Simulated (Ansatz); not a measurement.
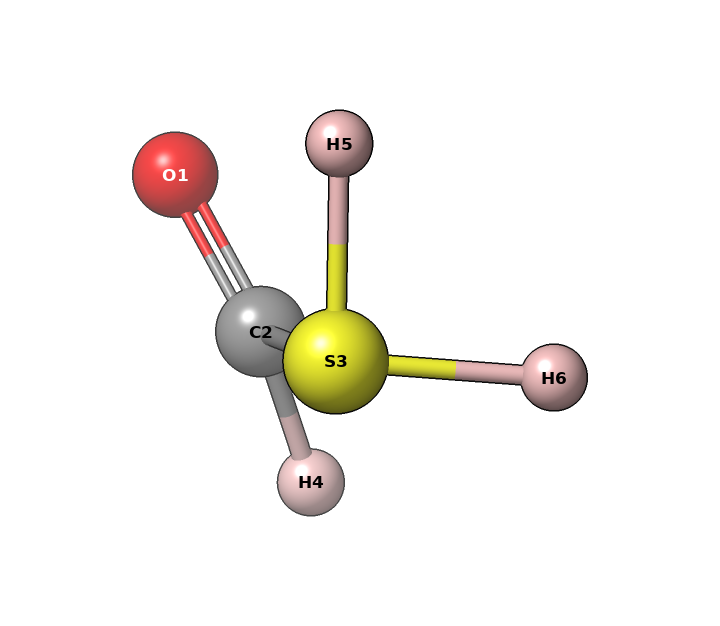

C2 lies behind S3. The molecule seen a little off the S3–C2 bond, S3 in front. Atoms fade into the background with distance from the viewer. Charge +1, singlet. The computed structure is the end point of a PBE0-D4/def2-TZVP optimisation. No frequency run is at hand to confirm it as a minimum.

What is the torsion angle H5–S3–C2–O1? The sign is positive where the front bond must turn clockwise to cover the back bond.

−24°, synperiplanar.
